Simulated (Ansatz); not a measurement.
# RbAsF6 (R-3): the host for defect calculations

Aim: the runs on the perfect crystal RbAsF6 (R-3) that a defect calculation needs first.

Program: Ansatz 0.2.0. Level of theory: plane-wave PAW DFT, PBEsol; relaxation of the defect-free supercell from random displacements, a test of the host's stability. Results are calculated unless marked as measured.

## (1) Set-up

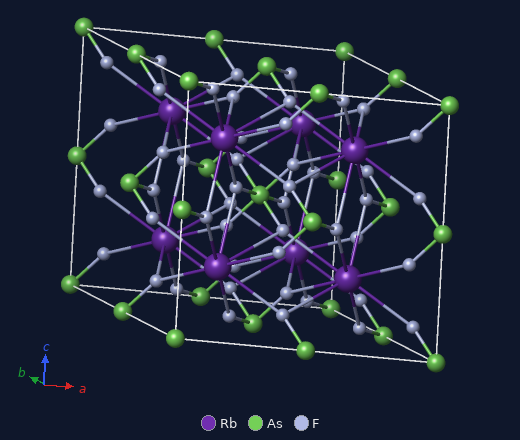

The starting structure, seen slightly off an axis (rubidium purple, arsenic green, fluorine light blue). Bonds to atoms that aren't drawn are left out. Some periodic images of atoms are drawn too.

The cell holds 64 atoms: 8 Rb, 8 As and 48 F. Cell: a = 10.113 Å, b = 10.113 Å, c = 10.113 Å, α = 97.5°, β = 97.5°, γ = 97.5°.

## (2) Defect free supercell relaxed from displaced atoms

The input displaces the atoms at random before the relaxation, so that it can leave a symmetric saddle if there is one.

File pristine.rattled/input.yaml:

```yaml
crystal:
  lattice:
    - [7.6017746976, 4.3888866342, 5.0216619636]
    - [-7.6017746976, 4.3888866342, 5.0216619636]
    - [0.0, -8.7777733698, 5.021661875]
  atoms:
    - { symbol: Rb, position: [0.25, 0.25, 0.25] }
    - { symbol: As, position: [0.0, 0.0, 0.0] }
    - { symbol: F, position: [0.0385963097, 0.3633733524, 0.394132865] }
    - { symbol: F, position: [0.394132865, 0.0385963097, 0.3633733524] }
    - { symbol: F, position: [0.1366266476, 0.105867135, 0.4614036903] }
    - { symbol: F, position: [0.105867135, 0.4614036903, 0.1366266476] }
    - { symbol: F, position: [0.4614036903, 0.1366266476, 0.105867135] }
    - { symbol: F, position: [0.3633733524, 0.394132865, 0.0385963097] }
    - { symbol: Rb, position: [0.25, 0.25, 0.75] }
    - { symbol: As, position: [0.0, 0.0, 0.5] }
    - { symbol: F, position: [0.0385963097, 0.3633733524, 0.894132865] }
    - { symbol: F, position: [0.394132865, 0.0385963097, 0.8633733524] }
    - { symbol: F, position: [0.1366266476, 0.105867135, 0.9614036903] }
    - { symbol: F, position: [0.105867135, 0.4614036903, 0.6366266476] }
    - { symbol: F, position: [0.4614036903, 0.1366266476, 0.605867135] }
    - { symbol: F, position: [0.3633733524, 0.394132865, 0.5385963097] }
    - { symbol: Rb, position: [0.25, 0.75, 0.25] }
    - { symbol: As, position: [0.0, 0.5, 0.0] }
    - { symbol: F, position: [0.0385963097, 0.8633733524, 0.394132865] }
    - { symbol: F, position: [0.394132865, 0.5385963097, 0.3633733524] }
    - { symbol: F, position: [0.1366266476, 0.605867135, 0.4614036903] }
    - { symbol: F, position: [0.105867135, 0.9614036903, 0.1366266476] }
    - { symbol: F, position: [0.4614036903, 0.6366266476, 0.105867135] }
    - { symbol: F, position: [0.3633733524, 0.894132865, 0.0385963097] }
    - { symbol: Rb, position: [0.25, 0.75, 0.75] }
    - { symbol: As, position: [0.0, 0.5, 0.5] }
    - { symbol: F, position: [0.0385963097, 0.8633733524, 0.894132865] }
    - { symbol: F, position: [0.394132865, 0.5385963097, 0.8633733524] }
    - { symbol: F, position: [0.1366266476, 0.605867135, 0.9614036903] }
    - { symbol: F, position: [0.105867135, 0.9614036903, 0.6366266476] }
    - { symbol: F, position: [0.4614036903, 0.6366266476, 0.605867135] }
    - { symbol: F, position: [0.3633733524, 0.894132865, 0.5385963097] }
    - { symbol: Rb, position: [0.75, 0.25, 0.25] }
    - { symbol: As, position: [0.5, 0.0, 0.0] }
    - { symbol: F, position: [0.5385963097, 0.3633733524, 0.394132865] }
    - { symbol: F, position: [0.894132865, 0.0385963097, 0.3633733524] }
    - { symbol: F, position: [0.6366266476, 0.105867135, 0.4614036903] }
    - { symbol: F, position: [0.605867135, 0.4614036903, 0.1366266476] }
    - { symbol: F, position: [0.9614036903, 0.1366266476, 0.105867135] }
    - { symbol: F, position: [0.8633733524, 0.394132865, 0.0385963097] }
    - { symbol: Rb, position: [0.75, 0.25, 0.75] }
    - { symbol: As, position: [0.5, 0.0, 0.5] }
    - { symbol: F, position: [0.5385963097, 0.3633733524, 0.894132865] }
    - { symbol: F, position: [0.894132865, 0.0385963097, 0.8633733524] }
    - { symbol: F, position: [0.6366266476, 0.105867135, 0.9614036903] }
    - { symbol: F, position: [0.605867135, 0.4614036903, 0.6366266476] }
    - { symbol: F, position: [0.9614036903, 0.1366266476, 0.605867135] }
    - { symbol: F, position: [0.8633733524, 0.394132865, 0.5385963097] }
    - { symbol: Rb, position: [0.75, 0.75, 0.25] }
    - { symbol: As, position: [0.5, 0.5, 0.0] }
    - { symbol: F, position: [0.5385963097, 0.8633733524, 0.394132865] }
    - { symbol: F, position: [0.894132865, 0.5385963097, 0.3633733524] }
    - { symbol: F, position: [0.6366266476, 0.605867135, 0.4614036903] }
    - { symbol: F, position: [0.605867135, 0.9614036903, 0.1366266476] }
    - { symbol: F, position: [0.9614036903, 0.6366266476, 0.105867135] }
    - { symbol: F, position: [0.8633733524, 0.894132865, 0.0385963097] }
    - { symbol: Rb, position: [0.75, 0.75, 0.75] }
    - { symbol: As, position: [0.5, 0.5, 0.5] }
    - { symbol: F, position: [0.5385963097, 0.8633733524, 0.894132865] }
    - { symbol: F, position: [0.894132865, 0.5385963097, 0.8633733524] }
    - { symbol: F, position: [0.6366266476, 0.605867135, 0.9614036903] }
    - { symbol: F, position: [0.605867135, 0.9614036903, 0.6366266476] }
    - { symbol: F, position: [0.9614036903, 0.6366266476, 0.605867135] }
    - { symbol: F, position: [0.8633733524, 0.894132865, 0.5385963097] }
basis:
  ecutwfc: 420
  xc_grid: 2
hamiltonian:
  xc: pbesol
kpoints:
  mp_grid: { grid: [1, 1, 1], shift: [0.25, 0.25, 0.25] }
scf:
  occupations: { method: fermi_dirac, width: 0.01 }
  max_iter: 80
output:
  forces: true
relax:
  f_tol: 0.01
  max_steps: 120
  random_displacement: { amplitude: 0.08, seed: 560 }
checkpoint:
  write: "../pristine.rattled.run"
  compress: false
  write_wavefunctions: false
  write_every: 100000
```

Launch:

```
$ ansatz run input.yaml --threads 4 --pin off --max-ram 7536MiB --backend cpu --events-out ev --progress --plain --runs-dir out
```

Numbers of over 12 decimals in the logs are rounded to 6 here.

The log of the run:

```text
[... repeated set-up lines and file paths are left out, and long positions are rounded to six places ...]
Engine: ansatz 0.2.0, aarch64-unknown-linux-gnu
Pseudopotentials: kind: paw
Pseudopotential: Rb, paw, valence charge 9, recommended cutoff 420 eV (normal), Rb.paw.azcp
Pseudopotential: As, paw, valence charge 15, recommended cutoff 420 eV (normal), As.paw.azcp
Pseudopotential: F, paw, valence charge 7, recommended cutoff 420 eV (normal), F.paw.azcp
Functional definition: PBEsol
  exchange = pbesol_x
  correlation = pbesol_c
Crystal: 64 atoms, lattice volume = 1005.236 Å³
Basis set: ecut = 420 eV, 19697 PW (Γ), exchange–correlation on 144×144×144 points (8 copies of the dense FFT grid, shifted against one another)
Bands: 328, of which v1, the nominal top of the filled ones, is band 264 counted from 1 (263 counted from 0)
Symmetry: 1 space group operations
k-points: 1
Non-local potential: Rb, projectors of the file, l = 0: 3, l = 1: 2, l = 2: 2
Non-local potential: As, projectors of the file, l = 0: 2, l = 1: 2, l = 2: 3, l = 3: 1
Non-local potential: F, projectors of the file, l = 0: 2, l = 1: 2, l = 2: 1
PAW form: soft (Blöchl's): semilocal exchange-correlation on the pseudo side does not see the compensation charge
PAW frozen core: Rb, regenerated for the run's functional, and the local potential with it (the file was generated under x = pbe(κ = 0.804, μ = 0.219515), c = pbe(β = 0.066725))
PAW frozen core: As, regenerated for the run's functional, and the local potential with it (the file was generated under x = pbe(κ = 0.804, μ = 0.219515), c = pbe(β = 0.066725))
PAW frozen core: F, regenerated for the run's functional, and the local potential with it (the file was generated under x = pbe(κ = 0.804, μ = 0.219515), c = pbe(β = 0.066725))
PAW one-centre angular grid: Rb, 110 points (default); XC on 64 Gauss nodes
PAW one-centre angular grid: As, 590 points (default); XC on 64 Gauss nodes
PAW one-centre angular grid: F, 110 points (default); XC on 64 Gauss nodes
Initial density: superposition of atomic densities (neutral atoms: chi_scale 0, normalization atom), corrected by the library's trained network
Initial wavefunctions: pseudopotential atomic-orbital guess
Functional: x = pbesol(κ = 0.804, μ = 0.123457), c = pbesol(β = 0.046)
SCF iter   1: F=—  HF=-102682.452135 eV  |F-HF|=—  |Δ(HF+E_count)|=         —  Δρ=1.14e-2  dr2=7.95e-1  ethr=1.77e-3  ⟨swp⟩=5.0  Hψ=1296  notcnv=0  defer=52
preconditioner: auto → Resta (q_TF=auto, 2.451 Å⁻¹)  ε∞=2.9  [insulator: Δε(μ)=4.613 eV  Ē_g=17.962 eV  σ=0.010 eV  W_gap=1.00  n_scr=242 (ndim 8)  ℏωp=24.8 eV  f_vac=0.216  D(μ)=0.00/eV (n_scr^D=0)  ε∞_Penn≈2.9]
SCF iter   2: F=—  HF=-102682.211135 eV  |F-HF|=—  |Δ(HF+E_count)|=   2.41e-1  Δρ=1.55e-3  dr2=8.48e-3  ethr=1.51e-4  ⟨swp⟩=2.0  Hψ=570  notcnv=0  defer=56
SCF iter   3: F=—  HF=-102682.210534 eV  |F-HF|=—  |Δ(HF+E_count)|=   6.01e-4  Δρ=5.90e-4  dr2=2.09e-3  ethr=1.61e-6  ⟨swp⟩=2.0  Hψ=544  notcnv=0  defer=56
SCF iter   4: F=—  HF=-102682.213236 eV  |F-HF|=—  |Δ(HF+E_count)|=   2.70e-3  Δρ=2.59e-4  dr2=4.31e-4  ethr=3.95e-7  ⟨swp⟩=2.0  Hψ=399  notcnv=0  defer=56
SCF iter   5: F=—  HF=-102682.213423 eV  |F-HF|=—  |Δ(HF+E_count)|=   1.86e-4  Δρ=8.99e-5  dr2=6.23e-5  ethr=8.16e-8  ⟨swp⟩=2.0  Hψ=496  notcnv=0  defer=56
SCF iter   6: F=—  HF=-102682.213424 eV  |F-HF|=—  |Δ(HF+E_count)|=   1.07e-6  Δρ=2.63e-5  dr2=7.30e-6  ethr=1.18e-8  ⟨swp⟩=2.0  Hψ=478  notcnv=0  defer=56
SCF iter   7: F=-102682.213430 eV  HF=-102682.213430 eV  |F-HF|=9.70e-7  |Δ(HF+E_count)|=   6.73e-6  Δρ=1.62e-5  dr2=1.79e-6  ethr=4.73e-10  ⟨swp⟩=4.0  Hψ=1020  notcnv=0
SCF 1 converged in 7 iterations: F = -102682.213430 eV  dr2 = 1.79e-6
  greatest PAW one-centre occupation: 1.000 electrons in one spin orbital (limit 2), on the As atom at site 33 (counted from 0), in its partial waves of l = 2
relax step   1: F+E_penalty+E_count = -102682.21342951 eV  Δ(F+E_penalty+E_count) = +0.000e0 eV  max|allowed force component| = 6.052e0 eV/Å  Δτ_max = 0.0000 Å  (7 SCF iters, dr2 threshold 2.50e-6 eV, accepted)
[... the SCF cycles and remarks between the steps are left out from here to the last step ...]
relax step   2: F+E_penalty+E_count = -102684.28703966 eV  Δ(F+E_penalty+E_count) = -2.074e0 eV  max|allowed force component| = 3.292e0 eV/Å  Δτ_max = 0.1997 Å  (7 SCF iters, dr2 threshold 1.00e-4 eV, accepted)
relax step   3: F+E_penalty+E_count = -102685.16749152 eV  Δ(F+E_penalty+E_count) = -8.805e-1 eV  max|allowed force component| = 1.274e-1 eV/Å  Δτ_max = 0.1612 Å  (7 SCF iters, dr2 threshold 1.00e-4 eV, accepted)
relax step   4: F+E_penalty+E_count = -102685.17703175 eV  Δ(F+E_penalty+E_count) = -9.540e-3 eV  max|allowed force component| = 4.318e-3 eV/Å  Δτ_max = 0.0438 Å  (7 SCF iters, dr2 threshold 1.01e-6 eV, accepted)
relax step   5: F+E_penalty+E_count = -102685.17703179 eV  Δ(F+E_penalty+E_count) = -4.649e-8 eV  max|allowed force component| = 4.225e-3 eV/Å  Δτ_max = 0.0000 Å  (3 SCF iters, accepted)
SCF iter   1: F=—  HF=-102685.177348 eV  |F-HF|=—  |Δ(HF+E_count)|=         —  Δρ=1.88e-3  dr2=7.90e-3  ethr=1.75e-5  ⟨swp⟩=4.0  Hψ=718  notcnv=0  defer=56
SCF iter   2: F=—  HF=-102685.175841 eV  |F-HF|=—  |Δ(HF+E_count)|=   1.51e-3  Δρ=9.00e-4  dr2=1.62e-3  ethr=1.50e-6  ⟨swp⟩=2.0  Hψ=405  notcnv=0  defer=56
SCF iter   3: F=—  HF=-102685.175793 eV  |F-HF|=—  |Δ(HF+E_count)|=   4.88e-5  Δρ=1.93e-4  dr2=1.80e-4  ethr=3.07e-7  ⟨swp⟩=2.0  Hψ=541  notcnv=0  defer=56
SCF iter   4: F=—  HF=-102685.175751 eV  |F-HF|=—  |Δ(HF+E_count)|=   4.16e-5  Δρ=5.15e-5  dr2=1.25e-5  ethr=3.40e-8  ⟨swp⟩=2.0  Hψ=491  notcnv=0  defer=56
SCF iter   5: F=—  HF=-102685.177403 eV  |F-HF|=—  |Δ(HF+E_count)|=   1.65e-3  Δρ=8.57e-6  dr2=7.57e-7  ethr=2.36e-9  ⟨swp⟩=2.0  Hψ=495  notcnv=0  defer=56
SCF iter   6: F=—  HF=-102685.177404 eV  |F-HF|=—  |Δ(HF+E_count)|=   2.28e-7  Δρ=7.30e-6  dr2=3.39e-7  ethr=1.89e-11  ⟨swp⟩=4.0  Hψ=1038  notcnv=0
SCF iter   7: F=-102685.177404 eV  HF=-102685.177404 eV  |F-HF|=5.82e-9  |Δ(HF+E_count)|=   5.03e-8  Δρ=1.55e-6  dr2=1.96e-8  ethr=1.89e-11  ⟨swp⟩=2.0  Hψ=1064  notcnv=0
SCF 6 converged in 7 iterations: F = -102685.177404 eV  dr2 = 1.96e-8
relax step   6: F+E_penalty+E_count = -102685.17740353 eV  Δ(F+E_penalty+E_count) = -3.717e-4 eV  max|allowed force component| = 7.762e-3 eV/Å  Δτ_max = 0.0142 Å  (7 SCF iters, accepted)
SCF converged after 7 iterations
Free energy (F): -102685.177404 eV
Harris-Foulkes:  -102685.177404 eV  (|F-HF|=5.82e-9)
Internal energy: -102685.177404 eV  (E = F + TS)
E sigma→0 (E₀):  -102685.177404 eV
Fermi energy:    3.169030 eV
--- Per-component energies (eV) ---
  E_band       = -5872.706342
  E_kinetic    = 12259.243511
  E_local      = -62169.363779  (includes V_loc(G=0)·N_el)
  E_nonlocal   = -339.273357
  E_hartree    = 26339.058997
  E_xc         = -5409.297081
  E_vxc        = -6557.901091  (∫ρ·V_xc dr)
  E_paw        = -44271.576322  (= ΣΔE_a)
  E_vpaw       = -1743.627774  (= ΣTr[D̂ρ^β])
  E_aug_tail   = 0.097183  (compensation charges beyond the density's cutoff)
  E_ewald      = -29104.824598
  E_core_change = 10.758042  (= ΣΔE_core)
  E_smearing   = -0.000000  (= −TS)
  E_closure    = -0.000000  (closes the sum)
  Σ components = -102685.177404   (vs F -102685.177404, Δ=0.00e0)
--- Forces (eV/Å), atoms counted from 1 ---
  atom   1  Rb     0.00006190    -0.00121935    -0.00163946
  atom   2  As     0.00017359    -0.00405346     0.00201258
  atom   3  F     -0.00069506    -0.00011419     0.00218844
  atom   4  F      0.00008461     0.00037154     0.00119724
  atom   5  F      0.00017859     0.00044836     0.00202433
  atom   6  F     -0.00015939     0.00154878     0.00196371
  atom   7  F     -0.00019006     0.00065245    -0.00032151
  atom   8  F      0.00108844     0.00114842     0.00180556
  atom   9  Rb     0.00019817    -0.00123906    -0.00234268
  atom  10  As    -0.00776220     0.00433861    -0.00422517
  atom  11  F     -0.00206486     0.00014792     0.00211590
  atom  12  F     -0.00090060    -0.00056113    -0.00073459
  atom  13  F      0.00048648     0.00158430     0.00122837
  atom  14  F     -0.00092962     0.00025927     0.00078645
  atom  15  F     -0.00286014     0.00033035     0.00133842
  atom  16  F     -0.00118118     0.00029796     0.00157077
  atom  17  Rb    -0.00126685     0.00020594     0.00151573
  atom  18  As    -0.00068172    -0.00371714    -0.00434483
  atom  19  F      0.00182374    -0.00124093     0.00073717
  atom  20  F     -0.00126858     0.00083140    -0.00194465
  atom  21  F      0.00040467     0.00127279     0.00098501
  atom  22  F     -0.00213157     0.00297828    -0.00174176
  atom  23  F      0.00131428    -0.00112810    -0.00089640
  atom  24  F      0.00091664     0.00145159    -0.00025596
  atom  25  Rb    -0.00013565    -0.00003191    -0.00031577
  atom  26  As     0.00013698    -0.00167013    -0.00439150
  atom  27  F      0.00014854     0.00126952    -0.00027298
  atom  28  F      0.00100654    -0.00159478     0.00179175
  atom  29  F      0.00063083     0.00122647     0.00099087
  atom  30  F      0.00161512    -0.00124648     0.00022799
  atom  31  F     -0.00013167     0.00055533    -0.00126456
  atom  32  F      0.00117162     0.00118332     0.00310306
  atom  33  Rb     0.00219534    -0.00034470    -0.00035634
  atom  34  As     0.00001129    -0.00170151     0.00408683
  atom  35  F     -0.00155511     0.00010409     0.00045895
  atom  36  F      0.00213214    -0.00228456     0.00136695
  atom  37  F      0.00079084    -0.00129774    -0.00009423
  atom  38  F      0.00076579    -0.00111494     0.00197713
  atom  39  F      0.00055701     0.00138771    -0.00096997
  atom  40  F      0.00081953     0.00047050    -0.00018547
[...]
atom  53  F     -0.00094716    -0.00196509    -0.00025671
  atom  54  F     -0.00056850    -0.00078568    -0.00098431
  atom  55  F      0.00136181     0.00078128    -0.00186116
  atom  56  F      0.00054663    -0.00040579    -0.00219999
  atom  57  Rb    -0.00116004     0.00070403     0.00100316
  atom  58  As     0.00347377     0.00079751     0.00211359
  atom  59  F      0.00084858     0.00078203    -0.00090823
  atom  60  F      0.00042980     0.00076288     0.00150299
  atom  61  F      0.00104368    -0.00185740    -0.00061233
  atom  62  F      0.00045950    -0.00002753     0.00197027
  atom  63  F      0.00061584    -0.00023190     0.00040288
  atom  64  F      0.00041519    -0.00151625    -0.00015225
  max |Σ_I F_I| component: 1.22e-5 eV/Å
--- Relaxed structure (6 steps of the walk, 6 accepted, 0 SCFs on fresh bases) ---
  F+E_penalty+E_count = -102685.17740353 eV   max|allowed force component| = 7.762e-3 eV/Å
  atoms:
    - { symbol: Rb, position: [0.250024, 0.250056, 0.248732] }
    - { symbol: As, position: [-0.000105, -9.921150475893223e-5, -0.001068] }
    - { symbol: F, position: [0.038628, 0.363416, 0.392951] }
    - { symbol: F, position: [0.393963, 0.038567, 0.362270] }
    - { symbol: F, position: [0.136538, 0.105939, 0.460143] }
    - { symbol: F, position: [0.105726, 0.461148, 0.135320] }
    - { symbol: F, position: [0.461312, 0.136783, 0.104860] }
    - { symbol: F, position: [0.363288, 0.394299, 0.037198] }
    - { symbol: Rb, position: [0.250020, 0.250291, 0.748805] }
    - { symbol: As, position: [-3.42951713925288e-5, 9.295756474519967e-5, 0.498822] }
    - { symbol: F, position: [0.038198, 0.363164, 0.892852] }
    - { symbol: F, position: [0.394112, 0.038853, 0.862327] }
    - { symbol: F, position: [0.136371, 0.105735, 0.960069] }
    - { symbol: F, position: [0.106116, 0.461503, 0.635417] }
    - { symbol: F, position: [0.461124, 0.136279, 0.604884] }
    - { symbol: F, position: [0.363446, 0.393898, 0.537221] }
    - { symbol: Rb, position: [0.249867, 0.749874, 0.248691] }
    - { symbol: As, position: [-0.000151, 0.499889, -0.001210] }
    - { symbol: F, position: [0.038460, 0.863474, 0.392883] }
    - { symbol: F, position: [0.394142, 0.538621, 0.362217] }
    - { symbol: F, position: [0.136720, 0.605917, 0.460151] }
    - { symbol: F, position: [0.105940, 0.961518, 0.135565] }
    - { symbol: F, position: [0.461301, 0.636794, 0.104687] }
    - { symbol: F, position: [0.363417, 0.894293, 0.037487] }
    - { symbol: Rb, position: [0.250051, 0.750235, 0.748852] }
    - { symbol: As, position: [0.000152, 0.500081, 0.498855] }
    - { symbol: F, position: [0.038468, 0.863177, 0.893182] }
    - { symbol: F, position: [0.394057, 0.538934, 0.862142] }
    - { symbol: F, position: [0.136489, 0.605605, 0.960073] }
    - { symbol: F, position: [0.105891, 0.961529, 0.635403] }
    - { symbol: F, position: [0.461507, 0.636397, 0.604770] }
    - { symbol: F, position: [0.363167, 0.893804, 0.537181] }
    - { symbol: Rb, position: [0.749942, 0.250233, 0.248966] }
    - { symbol: As, position: [0.499993, 0.000251, -0.001075] }
    - { symbol: F, position: [0.538596, 0.363346, 0.392686] }
    - { symbol: F, position: [0.894014, 0.038713, 0.362250] }
    - { symbol: F, position: [0.636405, 0.105925, 0.460438] }
    - { symbol: F, position: [0.605771, 0.461546, 0.135276] }
    - { symbol: F, position: [0.961334, 0.136610, 0.104703] }
    - { symbol: F, position: [0.863178, 0.394186, 0.037516] }
    - { symbol: Rb, position: [0.749859, 0.249750, 0.748925] }
    - { symbol: As, position: [0.499815, -0.000135, 0.498837] }
    - { symbol: F, position: [0.538556, 0.363759, 0.892720] }
    - { symbol: F, position: [0.893826, 0.038208, 0.862288] }
    - { symbol: F, position: [0.636557, 0.106287, 0.960417] }
    - { symbol: F, position: [0.605953, 0.461144, 0.635214] }
    - { symbol: F, position: [0.961403, 0.136731, 0.604706] }
    - { symbol: F, position: [0.863577, 0.394271, 0.537584] }
    - { symbol: Rb, position: [0.749920, 0.750034, 0.248856] }
    - { symbol: As, position: [0.499928, 0.500254, -0.001270] }
    - { symbol: F, position: [0.538537, 0.863408, 0.392836] }
    - { symbol: F, position: [0.894195, 0.538639, 0.362274] }
    - { symbol: F, position: [0.636646, 0.605801, 0.460150] }
    - { symbol: F, position: [0.605928, 0.961685, 0.135507] }
    - { symbol: F, position: [0.961505, 0.636599, 0.104742] }
    - { symbol: F, position: [0.863405, 0.894081, 0.037800] }
    - { symbol: Rb, position: [0.750027, 0.749772, 0.748803] }
    - { symbol: As, position: [0.500035, 0.499882, 0.498718] }
    - { symbol: F, position: [0.538671, 0.863727, 0.893016] }
    - { symbol: F, position: [0.893904, 0.538538, 0.862254] }
    - { symbol: F, position: [0.636526, 0.606241, 0.960236] }
    - { symbol: F, position: [0.605628, 0.961091, 0.635385] }
    - { symbol: F, position: [0.961640, 0.636742, 0.604739] }
    - { symbol: F, position: [0.863372, 0.894235, 0.537471] }
```

Wall time 3.3 min (4 threads of Arm Neoverse N1, shared host); peak memory 1.9 GiB; 9.8 min of CPU time.

Step by step:

```csv
step,energy less that of the first step (eV),largest force component (eV/Å)
1,0.0000,6.0523
2,-2.0736,3.2919
3,-2.9541,0.1274
4,-2.9636,0.0043
5,-2.9636,0.0042
6,-2.9640,0.0078
```

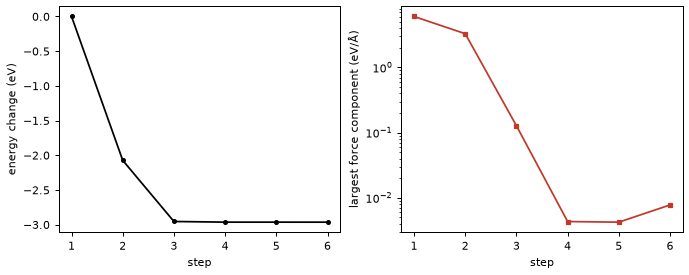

Energy and largest force along the relaxation.

The relaxation ends 46 meV an atom lower than the displaced start, with a largest force component of 0.0078 eV/Å.

## (3) What came out

* symmetric supercell less the displaced and relaxed one: 0.000 eV

In words: The energy fell by 2.964 eV from the randomly displaced start; the atoms end within 0.005 Å of the sites as typed, once the mean shift is taken out. The displaced cell ends within 0.01 eV of the symmetric one, so no lower structure shows in this supercell. All at zero temperature.

[Logs are printed without paths, hosts, clocks, repeated set-up lines and the standing remarks that a program may print on its own settings, such as how far it seeks lower states.]

[Hosts, paths, dates, database ids (printed as entryN), source tags and the programs' standing remarks are cut or masked in the printed files.]

[Runs of the host that timed out are not shown.]

[For some hosts the program warned that the k-mesh of the response run may be too coarse for force constants and the static dielectric constant; such warnings are not always shown.]
